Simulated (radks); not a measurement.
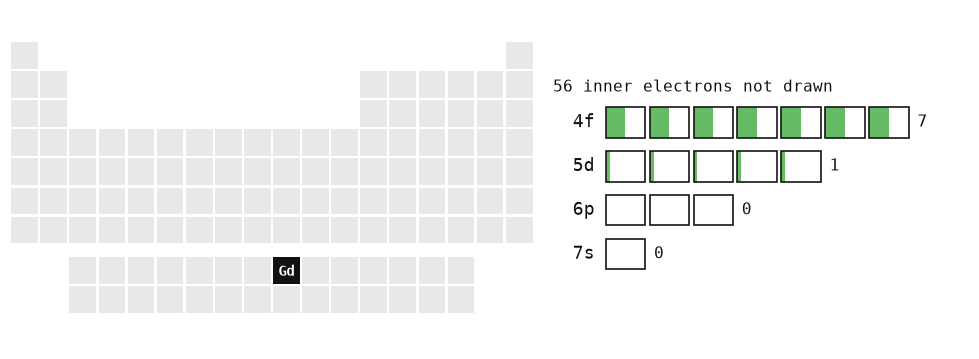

**Figure 1.** Left, the place of gadolinium in the periodic table; right, the outer shells as the input fills them: a box for each of the 2l + 1 orbitals, shaded by the share of the shell that is filled, with the electron count at the right.

## Atomic calculation, with input and output: Gd

System: atomic gadolinium (Gd) in the configuration [Xe] 4f7 5d1 6s2 (open shells shared over both j by 2j + 1).
Method: Dirac Kohn-Sham, BP86, spin-unpolarised, spherical densities, point nucleus (the in-house radial solver radks).

**The input**
```
Z 64
configuration [Xe] 4f7 5d1 6s2 6p0 7s0
relativity Dirac
functional b88,p86
spin unpolarised
j_filling average
nucleus point
c 137.035999084
```

Energies in input and log are in hartree, lengths in bohr.

Launched within a batch (the task file carries these settings):
```bash
python <driver script> task.json out
```

**The program's output**
```
1s1/2   1   2.0000       -1839.65123237
2s1/2   1   2.0000        -303.58980745
2p1/2   1   2.0000        -288.26087519
2p3/2   1   4.0000        -262.67741818
3s1/2   1   2.0000         -67.30688192
3p1/2   1   2.0000         -60.66642418
3p3/2   1   4.0000         -55.41896128
3d3/2   1   4.0000         -43.95637330
3d5/2   1   6.0000         -42.81341400
4s1/2   1   2.0000         -13.55842421
4p1/2   1   2.0000         -10.97363207
4p3/2   1   4.0000          -9.80524081
4d3/2   1   4.0000          -5.54846521
4d5/2   1   6.0000          -5.33726087
4f5/2   1   3.0000          -0.33845935
4f7/2   1   4.0000          -0.31068146
5s1/2   1   2.0000          -1.82862217
5p1/2   1   2.0000          -1.11777120
5p3/2   1   4.0000          -0.95773198
5d3/2   1   0.4000          -0.10374762
5d5/2   1   0.6000          -0.09394305
6s1/2   1   2.0000          -0.15670906
6p1/2   1   0.0000          -0.05861630
6p3/2   1   0.0000          -0.04933979
7s1/2   1   0.0000          -0.00578919
Etot -11281.7085344355
Ekin 12304.356799867968
Encl -27714.11534965449
Eh 4379.473997761719
Exc -251.42398241069696
err 4.089083063444394e-10
it 15
```

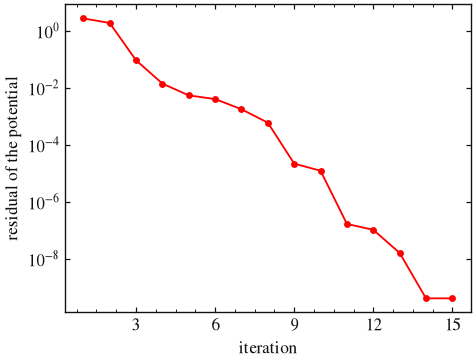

**Figure 2.** Convergence: residual of the potential against the iteration. The residual falls almost steadily, with no more than small rises or pauses. It goes from 2.7 to 4.1×10⁻¹⁰ in 15 steps.

**Slater integrals of the outer shells (hartree)**

```tsv
integral	value
F0(5d5/2,5d5/2)	0.3184
F2(5d5/2,5d5/2)	0.1549
F4(5d5/2,5d5/2)	0.0989
F0(5d5/2,5d3/2)	0.3241
F2(5d5/2,5d3/2)	0.1579
F4(5d5/2,5d3/2)	0.1009
G0(5d5/2,5d3/2)	0.3237
G2(5d5/2,5d3/2)	0.1578
G4(5d5/2,5d3/2)	0.1009
F0(5d5/2,6s1/2)	0.2558
G2(5d5/2,6s1/2)	0.0882
F0(5d5/2,4f7/2)	0.4273
F2(5d5/2,4f7/2)	0.0946
F4(5d5/2,4f7/2)	0.0450
G1(5d5/2,4f7/2)	0.0472
G3(5d5/2,4f7/2)	0.0360
G5(5d5/2,4f7/2)	0.0269
F0(5d5/2,6p1/2)	0.2067
F2(5d5/2,6p1/2)	0.0766
G1(5d5/2,6p1/2)	0.0625
```

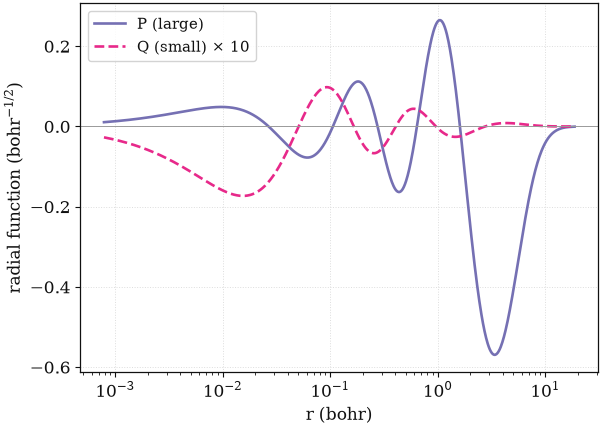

**Figure 3.** The large and small radial components of the 6s1/2 spinor. The spinor has κ = −1: the large component has l = 0 and 5 radial nodes (r = 0.0266, 0.105, 0.275, 0.638 and 1.60 bohr), the small one has l = 1. The small component carries 0.0030 % of the norm; ⟨r⟩ = 3.97 bohr and the eigenvalue is −4.26 eV.

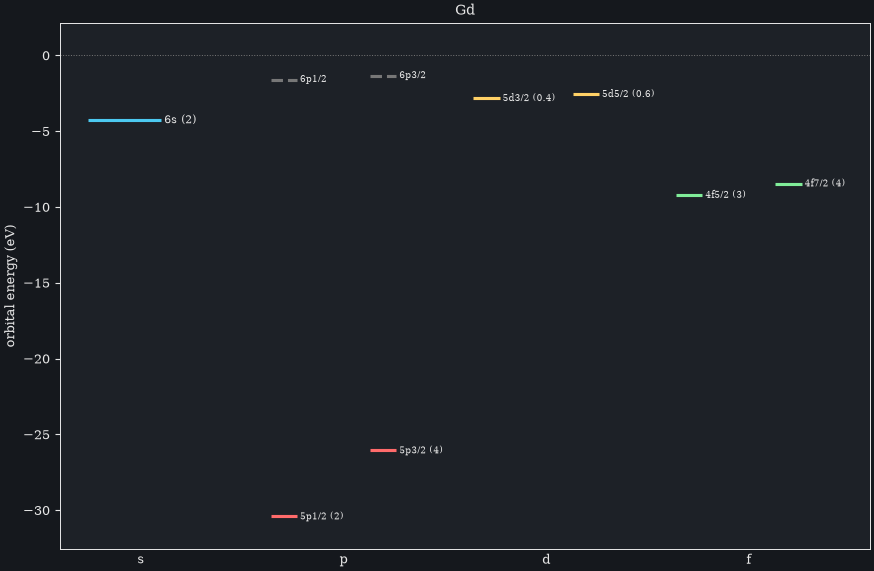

**Figure 4.** The outer levels are drawn by angular momentum (occupations in brackets, the lower j at the left of each column, empty levels dashed). The highest occupied level is 5d5/2 at −2.56 eV. From the top down the occupied levels run 5d5/2 (−2.56 eV), 5d3/2 (−2.82 eV), 6s (−4.26 eV), 4f7/2 (−8.45 eV), 4f5/2 (−9.21 eV), 5p3/2 (−26.1 eV), 5p1/2 (−30.4 eV). The lowest empty level drawn is 6p1/2 at −1.60 eV. Spin-orbit splittings: 6p 0.252 eV, 5d 0.267 eV, 4f 0.756 eV, 5p 4.35 eV. The open 4f shell lies under a filled one.

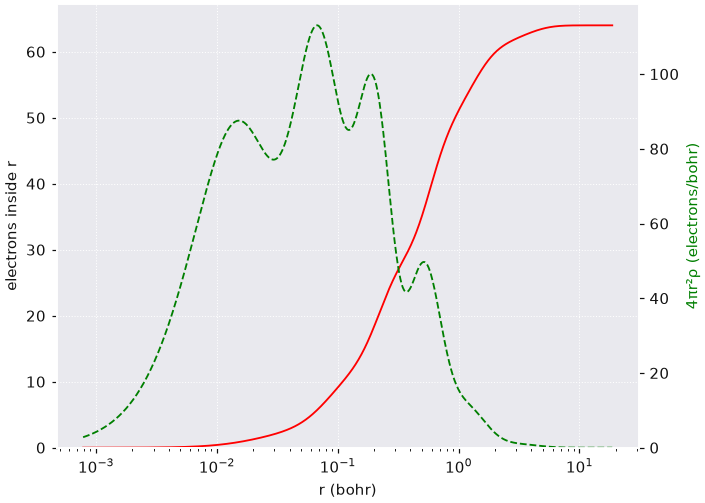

**Figure 5.** The number of electrons inside radius r (solid) and the radial density 4πr²ρ (dashed). The count levels off at 64 electrons. Half of them lie within 0.433 bohr, 90 % within 1.60 bohr and 99 % within 4.68 bohr. The radial density has minima at 0.0294, 0.124 and 0.371 bohr, where the count stands at 2.0, 11.2 and 29.3; these part the shells that the density resolves.

**Results in brief**

| quantity | value |
| --- | --- |
| outcome | converged |
| total energy | −11281.7085 hartree |
| kinetic energy | 12304.3568 hartree |
| electron–nucleus energy | −27714.1153 hartree |
| Hartree energy | 4379.4740 hartree |
| exchange–correlation energy | −251.423982 hartree |
| radius at density 0.001 e/bohr³ | 5.24 bohr |
| SCF iterations | 15 |
| hardware | 1 thread of Arm Neoverse N1, 45 GiB of memory available, shared host |
